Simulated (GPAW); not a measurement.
The B K edge of atom 5 in Fe2B (I4/mcm), with 2 B at 2.12 Å and 8 Fe at 2.18 Å (10-fold, site symmetry 422), was computed in 2 ways: excited-electron core hole (neutral cell) and no core hole. Program and functional: GPAW, LDA, Gaussian full width 0.9 eV up to 4 eV, rising linearly to 3.5 eV at 25 eV; cells of 6 and 18 atoms (the run without a hole in the smaller).

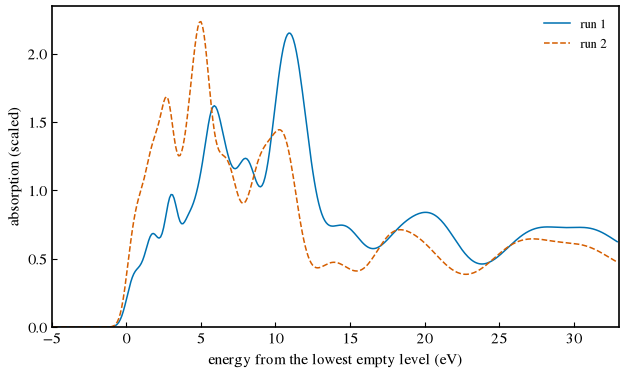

Each run is counted from its own lowest empty level or Fermi level and scaled to a mean of 1 over its first 20 eV.

The database entry behind the starting cell differs from later determinations by our own check (0.1 to 0.3 % short, probably kX units), so it need not match the best structure at ambient conditions.

Which run is which?

Run 1: no core hole (area from −2 to 6 eV 5.0, main maxima 3.0 eV (0.97), 5.9 eV (1.62), 8.0 eV (1.23) and 10.9 eV (2.15)). Run 2: excited-electron core hole (neutral cell) (area from −2 to 6 eV 8.8, main maxima 2.7 eV (1.68), 5.0 eV (2.23), 10.3 eV (1.44) and 18.4 eV (0.71)). With each curve scaled to its own mean, the area from −2 to 6 eV with the hole is 8.8 against 5.0, and the centre of weight from −1 to 20 eV moves by -1.7 eV: the hole pulls the absorber's empty states down.

[Hosts, paths, dates, database ids (printed as entryN), source tags and the programs' standing remarks are cut or masked in the printed files.]

[Lists of maxima count a maximum above −3 eV only where it reaches 4 % of the highest in the window and stands out from its surroundings by 2 % of it (1.5 % where it reaches 55 %); shoulders and weaker maxima are passed over, and of the rest the first, up to two pre-edge ones and the few strongest are named.]
